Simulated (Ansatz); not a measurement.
**ZrSi2, response to strain**

Start from ZrSi$_{2}$ (space group Cmcm, No. 63; a = 3.704 Å, b = 14.792 Å, c = 3.679 Å). Axes: x, y, z lie along a, b, c of the conventional cell.

Strains are applied to the cell and any free atomic positions relax; under biaxial strain the out-of-plane vector relaxes too.

Level of theory: PBE (Ansatz, a first-principles code), no spin-orbit coupling.

Notes on the quantities. pressure: mean of the normal stresses, compression positive.

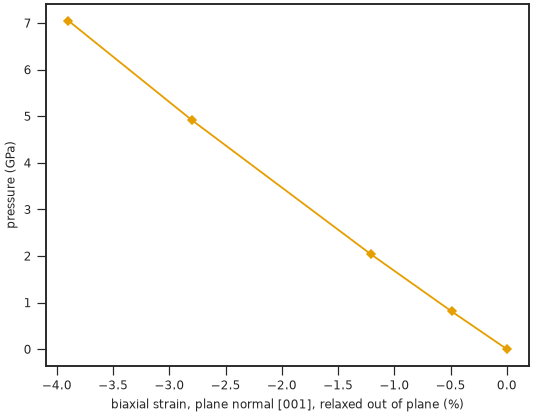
*Pressure against biaxial strain, plane normal [001], relaxed out of plane*

Question: From the plot, what is the pressure for biaxial strain −1.21 %, plane normal [001], relaxed out of plane?

Answer: About 2.0 GPa.

Question: Is the trend monotonic over the range shown?

Answer: Yes, it falls throughout, spanning 0.0 GPa to 7.1 GPa.

Without a gap, meshes like the base's 13×13×13 leave anisotropic stresses uncertain by several tenths of a GPa, and small strain energies with them. No phonon test of stability was made. All final runs are without spin polarisation.
